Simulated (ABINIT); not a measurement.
# TlGa3 (Pm-3m): phonons by linear response, part 3 of 4

How does TlGa3 (Pm-3m) vibrate, and is this structure a minimum?

ABINIT 10.8.3; DFT LDA, scalar-relativistic, plane waves, HGH norm-conserving pseudopotentials.

So far. Step 4 (Relaxation): The volume changes by -0.5 % in this run and stands -11.0 % from the first cell. Step 6 (Linear response at Γ): The acoustic modes at Γ come out as far as 0.2 cm⁻¹ from zero, where they should vanish, a small numerical error. The lowest optical mode is imaginary, 39i cm⁻¹, an instability at this level and on this k mesh. The relaxed cell has a = 4.189 Å (conventional setting).

The structure was built from a prototype and need not be the compound's stable phase.

## Step 7: Modes with the sum rule

anaddb reads the merged derivatives and imposes the acoustic sum rule.

anaddb.abi reads:

```
ddb_filepath "gamma_DDB"
output_file "anaddb.abo"
outdata_prefix "anaddb"
asr 1
chneut 1
enunit 2
eivec 1
nph1l 1
qph1l 0.0 0.0 0.0 1.0
```

mrgddb.in reads:

```
gamma_DDB
merged
2
dfpt_gammao_DDB
gso_DDB
```

Run with:

```
$ mrgddb < mrgddb.in > mrgddb.log
$ OMP_NUM_THREADS=1 anaddb anaddb.abi > anaddb.log
```

Numbers of over 12 decimals in the logs are rounded to 6 here.

anaddb.abo, the main output file:

```text
-outvars_anaddb: echo values of input variables ----------------------

 Miscellaneous information :
      enunit         2
       eivec         1
         asr         1
 First list of wavevector (reduced coord.) :
       nph1l         1
       qph1l
                     0.00000000E+00  0.00000000E+00  0.00000000E+00    1.000E+00

================================================================================

 read the DDB information and perform some checks

  ==== Info on the Cryst% object ====
 Real(R)+Recip(G) space primitive vectors, cartesian coordinates (Bohr,Bohr^-1):
 R(1)=  7.9164642  0.0000000  0.0000000  G(1)=  0.1263190  0.0000000  0.0000000
 R(2)=  0.0000000  7.9164642  0.0000000  G(2)=  0.0000000  0.1263190  0.0000000
 R(3)=  0.0000000  0.0000000  7.9164642  G(3)=  0.0000000  0.0000000  0.1263190
 Unit cell volume ucvol=  4.9612803E+02 bohr^3
 Angles (23,13,12)=  9.00000000E+01  9.00000000E+01  9.00000000E+01 degrees
 Time-reversal symmetry is present
 Reduced atomic positions [iatom, xred, symbol]:
    1)    0.0000000  0.0000000  0.0000000  Tl
    2)    0.0000000  0.5000000  0.5000000  Ga
    3)    0.5000000  0.0000000  0.5000000  Ga
    4)    0.5000000  0.5000000  0.0000000  Ga

 DDB file with 3 blocks has been read.

================================================================================

 Treat the first list of vectors

  Phonon wavevector (reduced coordinates) :  0.00000  0.00000  0.00000
 Phonon energies in Hartree :
  -1.780347E-04 -1.780347E-04 -1.780347E-04  0.000000E+00  0.000000E+00
   0.000000E+00  2.345184E-04  2.345184E-04  2.345184E-04  5.713872E-04
   5.713872E-04  5.713872E-04
 Phonon energies in meV     :
- -4.844571E+00 -4.844571E+00 -4.844571E+00  0.000000E+00  0.000000E+00
-  0.000000E+00  6.381571E+00  6.381571E+00  6.381571E+00  1.554824E+01
-  1.554824E+01  1.554824E+01
 Phonon frequencies in cm-1    :
- -3.907410E+01 -3.907410E+01 -3.907410E+01  0.000000E+00  0.000000E+00
-  0.000000E+00  5.147084E+01  5.147084E+01  5.147084E+01  1.254050E+02
-  1.254050E+02  1.254050E+02
 Phonon frequencies in Thz     :
- -1.171412E+00 -1.171412E+00 -1.171412E+00  0.000000E+00  0.000000E+00
-  0.000000E+00  1.543057E+00  1.543057E+00  1.543057E+00  3.759547E+00
-  3.759547E+00  3.759547E+00
 Phonon energies in Kelvin  :
- -5.621891E+01 -5.621891E+01 -5.621891E+01  0.000000E+00  0.000000E+00
-  0.000000E+00  7.405506E+01  7.405506E+01  7.405506E+01  1.804298E+02
-  1.804298E+02  1.804298E+02

 Eigendisplacements
 (will be given, for each mode : in cartesian coordinates
   for each atom the real part of the displacement vector,
   then the imaginary part of the displacement vector - absolute values smaller than 1.0d-7 are set to zero)
  Mode number    1   Energy   -1.780347E-04
 Attention : low frequency mode.
   (Could be unstable or acoustic mode)
-  1  0.00000000E+00  0.00000000E+00  8.50535036E-04
-     0.00000000E+00  0.00000000E+00  0.00000000E+00
-  2  0.00000000E+00  0.00000000E+00 -4.84132494E-05
-     0.00000000E+00  0.00000000E+00  0.00000000E+00
-  3  0.00000000E+00  0.00000000E+00 -4.84132494E-05
-     0.00000000E+00  0.00000000E+00  0.00000000E+00
-  4  0.00000000E+00  0.00000000E+00 -2.39639883E-03
-     0.00000000E+00  0.00000000E+00  0.00000000E+00
  Mode number    2   Energy   -1.780347E-04
 Attention : low frequency mode.
   (Could be unstable or acoustic mode)
-  1  0.00000000E+00  8.50535036E-04  0.00000000E+00
-     0.00000000E+00  0.00000000E+00  0.00000000E+00
-  2  0.00000000E+00 -4.84132494E-05  0.00000000E+00
-     0.00000000E+00  0.00000000E+00  0.00000000E+00
-  3  0.00000000E+00 -2.39639883E-03  0.00000000E+00
-     0.00000000E+00  0.00000000E+00  0.00000000E+00
-  4  0.00000000E+00 -4.84132494E-05  0.00000000E+00
-     0.00000000E+00  0.00000000E+00  0.00000000E+00
  Mode number    3   Energy   -1.780347E-04
 Attention : low frequency mode.
   (Could be unstable or acoustic mode)
-  1  8.50535036E-04  0.00000000E+00  0.00000000E+00
-     0.00000000E+00  0.00000000E+00  0.00000000E+00
-  2 -2.39639883E-03  0.00000000E+00  0.00000000E+00
-     0.00000000E+00  0.00000000E+00  0.00000000E+00
-  3 -4.84132494E-05  0.00000000E+00  0.00000000E+00
-     0.00000000E+00  0.00000000E+00  0.00000000E+00
-  4 -4.84132494E-05  0.00000000E+00  0.00000000E+00
-     0.00000000E+00  0.00000000E+00  0.00000000E+00
  Mode number    4   Energy    0.000000E+00
 Attention : low frequency mode.
   (Could be unstable or acoustic mode)
-  1  0.00000000E+00  0.00000000E+00  1.15174072E-03
-     0.00000000E+00  0.00000000E+00  0.00000000E+00
-  2  0.00000000E+00  0.00000000E+00  1.15174074E-03
-     0.00000000E+00  0.00000000E+00  0.00000000E+00
-  3  0.00000000E+00  0.00000000E+00  1.15174074E-03
-     0.00000000E+00  0.00000000E+00  0.00000000E+00
-  4  0.00000000E+00  0.00000000E+00  1.15174078E-03
-     0.00000000E+00  0.00000000E+00  0.00000000E+00
  Mode number    5   Energy    0.000000E+00
 Attention : low frequency mode.
   (Could be unstable or acoustic mode)
-  1  0.00000000E+00  1.15174072E-03  0.00000000E+00
-     0.00000000E+00  0.00000000E+00  0.00000000E+00
-  2  0.00000000E+00  1.15174074E-03  0.00000000E+00
-     0.00000000E+00  0.00000000E+00  0.00000000E+00
-  3  0.00000000E+00  1.15174078E-03  0.00000000E+00
-     0.00000000E+00  0.00000000E+00  0.00000000E+00
-  4  0.00000000E+00  1.15174074E-03  0.00000000E+00
-     0.00000000E+00  0.00000000E+00  0.00000000E+00
  Mode number    6   Energy    0.000000E+00
 Attention : low frequency mode.
   (Could be unstable or acoustic mode)
-  1  1.15174072E-03  0.00000000E+00  0.00000000E+00
-     0.00000000E+00  0.00000000E+00  0.00000000E+00
-  2  1.15174078E-03  0.00000000E+00  0.00000000E+00
-     0.00000000E+00  0.00000000E+00  0.00000000E+00
-  3  1.15174074E-03  0.00000000E+00  0.00000000E+00
-     0.00000000E+00  0.00000000E+00  0.00000000E+00
-  4  1.15174074E-03  0.00000000E+00  0.00000000E+00
-     0.00000000E+00  0.00000000E+00  0.00000000E+00
  Mode number    7   Energy    2.345184E-04
-  1  0.00000000E+00  0.00000000E+00  0.00000000E+00
-     0.00000000E+00  0.00000000E+00  0.00000000E+00
-  2  0.00000000E+00  0.00000000E+00 -1.98343019E-03
-     0.00000000E+00  0.00000000E+00  0.00000000E+00
-  3  0.00000000E+00  0.00000000E+00  1.98343019E-03
-     0.00000000E+00  0.00000000E+00  0.00000000E+00
-  4  0.00000000E+00  0.00000000E+00  0.00000000E+00
-     0.00000000E+00  0.00000000E+00  0.00000000E+00
  Mode number    8   Energy    2.345184E-04
-  1  0.00000000E+00  0.00000000E+00  0.00000000E+00
-     0.00000000E+00  0.00000000E+00  0.00000000E+00
-  2  0.00000000E+00  1.98343019E-03  0.00000000E+00
-     0.00000000E+00  0.00000000E+00  0.00000000E+00
-  3  0.00000000E+00  0.00000000E+00  0.00000000E+00
-     0.00000000E+00  0.00000000E+00  0.00000000E+00
-  4  0.00000000E+00 -1.98343019E-03  0.00000000E+00
-     0.00000000E+00  0.00000000E+00  0.00000000E+00
  Mode number    9   Energy    2.345184E-04
-  1  0.00000000E+00  0.00000000E+00  0.00000000E+00
-     0.00000000E+00  0.00000000E+00  0.00000000E+00
-  2  0.00000000E+00  0.00000000E+00  0.00000000E+00
-     0.00000000E+00  0.00000000E+00  0.00000000E+00
-  3  1.98343019E-03  0.00000000E+00  0.00000000E+00
-     0.00000000E+00  0.00000000E+00  0.00000000E+00
-  4 -1.98343019E-03  0.00000000E+00  0.00000000E+00
-     0.00000000E+00  0.00000000E+00  0.00000000E+00
  Mode number   10   Energy    5.713872E-04
-  1  0.00000000E+00  0.00000000E+00  7.96340061E-04
-     0.00000000E+00  0.00000000E+00  0.00000000E+00
-  2  0.00000000E+00  0.00000000E+00 -1.61404607E-03
-     0.00000000E+00  0.00000000E+00  0.00000000E+00
-  3  0.00000000E+00  0.00000000E+00 -1.61404607E-03
-     0.00000000E+00  0.00000000E+00  0.00000000E+00
-  4  0.00000000E+00  0.00000000E+00  8.93731756E-04
-     0.00000000E+00  0.00000000E+00  0.00000000E+00
  Mode number   11   Energy    5.713872E-04
-  1  0.00000000E+00 -7.96340061E-04  0.00000000E+00
-     0.00000000E+00  0.00000000E+00  0.00000000E+00
-  2  0.00000000E+00  1.61404607E-03  0.00000000E+00
-     0.00000000E+00  0.00000000E+00  0.00000000E+00
-  3  0.00000000E+00 -8.93731756E-04  0.00000000E+00
-     0.00000000E+00  0.00000000E+00  0.00000000E+00
-  4  0.00000000E+00  1.61404607E-03  0.00000000E+00
-     0.00000000E+00  0.00000000E+00  0.00000000E+00
  Mode number   12   Energy    5.713872E-04
-  1  7.96340061E-04  0.00000000E+00  0.00000000E+00
-     0.00000000E+00  0.00000000E+00  0.00000000E+00
-  2  8.93731756E-04  0.00000000E+00  0.00000000E+00
-     0.00000000E+00  0.00000000E+00  0.00000000E+00
-  3 -1.61404607E-03  0.00000000E+00  0.00000000E+00
-     0.00000000E+00  0.00000000E+00  0.00000000E+00
-  4 -1.61404607E-03  0.00000000E+00  0.00000000E+00
-     0.00000000E+00  0.00000000E+00  0.00000000E+00

 Analysis of degeneracies and characters (maximum tolerance=1.00E-06 a.u.)
 For each vibration mode, or group of modes if degenerate,
 the characters are given for each symmetry operation (see the list in the log file).
 Symmetry characters of vibration mode #   1
       degenerate with vibration modes #   2 to    3
  3.0 -3.0 -1.0  1.0 -1.0  1.0 -1.0  1.0  1.0 -1.0 -1.0  1.0  1.0 -1.0 -1.0  1.0
  0.0 -0.0  0.0 -0.0 -0.0  0.0 -0.0  0.0  1.0 -1.0 -1.0  1.0 -1.0  1.0  1.0 -1.0
  0.0 -0.0 -0.0  0.0 -0.0  0.0  0.0 -0.0  1.0 -1.0  1.0 -1.0 -1.0  1.0 -1.0  1.0
 Symmetry characters of vibration mode #   4
       degenerate with vibration modes #   5 to    6
  3.0 -3.0 -1.0  1.0 -1.0  1.0 -1.0  1.0  1.0 -1.0 -1.0  1.0  1.0 -1.0 -1.0  1.0
  0.0 -0.0  0.0 -0.0 -0.0  0.0 -0.0  0.0  1.0 -1.0 -1.0  1.0 -1.0  1.0  1.0 -1.0
  0.0 -0.0 -0.0  0.0 -0.0  0.0  0.0 -0.0  1.0 -1.0  1.0 -1.0 -1.0  1.0 -1.0  1.0
 Symmetry characters of vibration mode #   7
       degenerate with vibration modes #   8 to    9
  3.0 -3.0 -1.0  1.0 -1.0  1.0 -1.0  1.0 -1.0  1.0  1.0 -1.0 -1.0  1.0  1.0 -1.0
  0.0 -0.0  0.0 -0.0 -0.0  0.0 -0.0  0.0 -1.0  1.0  1.0 -1.0  1.0 -1.0 -1.0  1.0
  0.0 -0.0 -0.0  0.0 -0.0  0.0  0.0 -0.0 -1.0  1.0 -1.0  1.0  1.0 -1.0  1.0 -1.0
 Symmetry characters of vibration mode #  10
       degenerate with vibration modes #  11 to   12
  3.0 -3.0 -1.0  1.0 -1.0  1.0 -1.0  1.0  1.0 -1.0 -1.0  1.0  1.0 -1.0 -1.0  1.0
  0.0 -0.0 -0.0  0.0  0.0 -0.0 -0.0  0.0  1.0 -1.0 -1.0  1.0 -1.0  1.0  1.0 -1.0
  0.0 -0.0  0.0 -0.0 -0.0  0.0 -0.0  0.0  1.0 -1.0  1.0 -1.0 -1.0  1.0 -1.0  1.0
-
```

It took 0.51 s on 1 thread of Arm Neoverse V1, shared host.

No LO-TO term; unit eigenvectors of the mass-weighted matrix, from anaddb's displacements. Modes at Γ, with each element's share of the kinetic energy (negative means imaginary):

```
mode  frequency (cm⁻¹)  symmetry  Tl %  Ga %
   1             -39.1       T1u    27    73
   2             -39.1       T1u    27    73
   3             -39.1       T1u    27    73
   4               0.0  acoustic    49    51
   5               0.0  acoustic    49    51
   6               0.0  acoustic    49    51
   7              51.5       T2u     0   100
   8              51.5       T2u     0   100
   9              51.5       T2u     0   100
  10             125.4       T1u    24    76
  11             125.4       T1u    24    76
  12             125.4       T1u    24    76
```

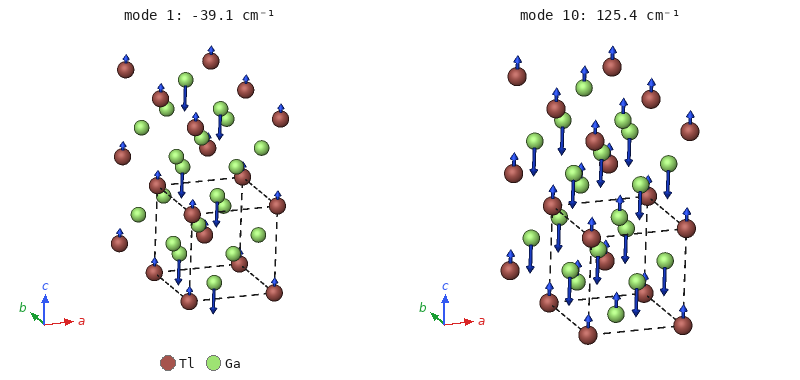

Displacement patterns of modes 1 and 10 at Γ; arrows are exaggerated. 1×2×2 cells are drawn. Some periodic images of atoms are drawn too.

The rule moves no optical mode by more than 0.1 cm⁻¹.

## Step 8: Linear response on the mesh

Linear response treats each wavevector in the unit cell, with no supercell; the 2×2×2 mesh fixes the range of the force constants to be had.

dfpt_q.abi reads:

```
ndtset 3

# wavevectors
qpt1 0.5 0.0 0.0
qpt2 0.5 0.5 0.0
qpt3 0.5 0.5 0.5

# displacements
getwfk_filepath "gso_WFK"
getwfq_filepath "gso_WFK"
kptopt 3
nqpt 1
rfphon 1
rfatpol 1 4
rfdir 1 1 1
tolvrs 1.0d-10
prtwf 0

# basis, mesh and filling
ecut 20.0
ixc 7
ngkpt 6 6 6
nshiftk 1
shiftk 0.0 0.0 0.0
istwfk *1
occopt 7
tsmear 0.01
nband 12
nstep 100
diemac 1000000.0
prtebands 0
prtgsr 0
useylm 1

# cell and atoms
acell 3*1.0 Angstrom
rprim 
    4.189212456 0.0 0.0
    0.0 4.189212456 0.0
    0.0 0.0 4.189212456
ntypat 2
znucl 81 31
natom 4
typat 1 2 2 2
xred 
    0.0 0.0 0.0
    0.0 0.5 0.5
    0.5 0.0 0.5
    0.5 0.5 0.0
pp_dirpath "./pseudo"
pseudos "Tl.hgh, Ga.hgh"
```

Run with:

```
$ OMP_NUM_THREADS=1 mpirun -n 4 abinit dfpt_q.abi > dfpt_q.log
```

dfpt_q.abo, the main output file:

```text
[banners, grids, parts of the stress and lines that vanish by symmetry left out]
- input  file    -> dfpt_q.abi
- output file    -> dfpt_q.abo
- root for input  files -> dfpt_qi
[...]
DATASET    1 : space group Pm -3 m (#221); Bravais cP (primitive cubic)
[...]
nfft =       32768          nkpt =         216
[...]
DATASET    2 : space group Pm -3 m (#221); Bravais cP (primitive cubic)
[...]
nfft =       32768          nkpt =         216
[...]
DATASET    3 : space group Pm -3 m (#221); Bravais cP (primitive cubic)
[...]
nfft =       32768          nkpt =         216
[...]
== DATASET  1 ==================================================================
[...]
cutoff_energies: {ecut:  20.0, pawecutdg:  -1.0, }
[...]
Exchange-correlation functional for the present dataset will be:
  LDA: Perdew-Wang 92 LSD fit to Ceperley-Alder data - ixc=7
[...]
Perturbation : displacement of atom   1   along direction   1
[...]
-ETOT  1   759.38705951006      7.093E+02 5.508E+01 4.384E+06
 ETOT  2   13.636695975476     -7.458E+02 8.566E+00 6.238E+04
 ETOT  3   2.303108     -1.133E+01 1.716E-01 2.317E+02
 ETOT  4   2.254682     -4.843E-02 9.602E+00 1.755E-01
 ETOT  5   2.254628     -5.396E-05 3.661E-01 4.569E-04
[...]
At SCF step    8       vres2   =  9.11E-11 < tolvrs=  1.00E-10 =>converged.
[...]
Perturbation : displacement of atom   1   along direction   2
[...]
-ETOT  1   6.861679     -2.672E+01 4.170E-01 8.799E+03
[...]
At SCF step    8       vres2   =  1.13E-11 < tolvrs=  1.00E-10 =>converged.
[...]
Perturbation : displacement of atom   2   along direction   1
[...]
-ETOT  1   835.12425222903      7.681E+02 1.188E+01 4.811E+06
[...]
At SCF step    9       vres2   =  5.18E-12 < tolvrs=  1.00E-10 =>converged.
[...]
Perturbation : displacement of atom   2   along direction   2
[...]
-ETOT  1   10.020416212238     -4.148E+01 4.226E-01 1.450E+04
[...]
At SCF step    8       vres2   =  1.08E-11 < tolvrs=  1.00E-10 =>converged.
[...]
Perturbation : displacement of atom   3   along direction   1
[...]
-ETOT  1   692.69203049968      6.247E+02 1.091E+01 4.026E+06
[...]
Perturbation : displacement of atom   3   along direction   2
[...]
-ETOT  1   9.952624     -4.054E+01 6.502E-01 1.569E+04
[...]
Perturbation : displacement of atom   3   along direction   3
[...]
-ETOT  1   10.779011346443     -4.073E+01 3.836E+00 1.559E+04
[...]
Phonon wavevector (reduced coordinates) :  0.50000  0.00000  0.00000
 Phonon energies in Hartree :
[...]
Phonon frequencies in cm-1    :
- -2.961780E+01 -2.961780E+01  1.669228E+01  1.669228E+01  4.194367E+01
-  7.788675E+01  7.977921E+01  9.334137E+01  9.334137E+01  1.029474E+02
-  1.029474E+02  1.095190E+02
[...]
== DATASET  2 ==================================================================
[...]
cutoff_energies: {ecut:  20.0, pawecutdg:  -1.0, }
[...]
Exchange-correlation functional for the present dataset will be:
  LDA: Perdew-Wang 92 LSD fit to Ceperley-Alder data - ixc=7
[...]
- 31.00000   3.00000     10605                znucl, zion, pspdat
[...]
Perturbation : displacement of atom   1   along direction   1
[...]
-ETOT  1   36.222251452411     -2.870E+00 2.444E-01 8.032E+04
[...]
Perturbation : displacement of atom   2   along direction   1
[...]
-ETOT  1   49.774903077559     -6.224E+00 2.871E-01 1.136E+05
[...]
At SCF step    8       vres2   =  4.71E-12 < tolvrs=  1.00E-10 =>converged.
[...]
Perturbation : displacement of atom   2   along direction   2
[...]
-ETOT  1   46.045464141033     -1.097E+01 9.471E-01 1.045E+05
[...]
ETOT  7   1.402832     -2.297E-10 2.226E-02 1.754E-09
 ETOT  8   1.402832     -9.877E-13 3.764E-03 3.737E-12
 At SCF step    8       vres2   =  3.74E-12 < tolvrs=  1.00E-10 =>converged.
[...]
Phonon wavevector (reduced coordinates) :  0.50000  0.50000  0.50000
 Phonon energies in Hartree :
[...]
Phonon frequencies in cm-1    :
- -4.954968E+01 -4.954968E+01 -3.519987E+01 -3.519987E+01 -3.519987E+01
-  5.186350E+01  5.186350E+01  5.186350E+01  1.107796E+02  1.411275E+02
-  1.411275E+02  1.411275E+02
[...]
strten2     0.0000000000E+00  0.0000000000E+00  0.0000000000E+00
           strten3     0.0000000000E+00  0.0000000000E+00  0.0000000000E+00
================================================================================
```

It took 3.9 min on 4 MPI ranks; 16 min of CPU time.

Read from the output:

- lowest mode on the q mesh (acoustic ones at the zone centre apart): -49.55 cm⁻¹

Frequencies (cm⁻¹) before the sum rule at the irreducible wavevectors but Γ, which is solved apart; negative means imaginary. Frequencies by wavevector:

```
q (fractions)  star  mode 1  mode 2  mode 3  mode 4  mode 10  mode 11  mode 12
      0.5 0 0     3  -29.62  -29.62   16.69   16.69      103      103    109.5
    0.5 0.5 0     3  -42.79   -9.47   -9.47   42.46    98.63    100.7    100.7
  0.5 0.5 0.5     1  -49.55  -49.55   -35.2   -35.2    141.1    141.1    141.1
```

(Continued in part 4 of 4.)

[Host names and launcher messages were left out of these logs when they were recorded.]

[Logs are printed without paths, hosts, clocks, repeated set-up lines and the standing remarks that a program may print on its own settings, such as how far it seeks lower states.]

[Hosts, paths, dates, database ids (printed as entryN), source tags and the programs' standing remarks are cut or masked in the printed files.]
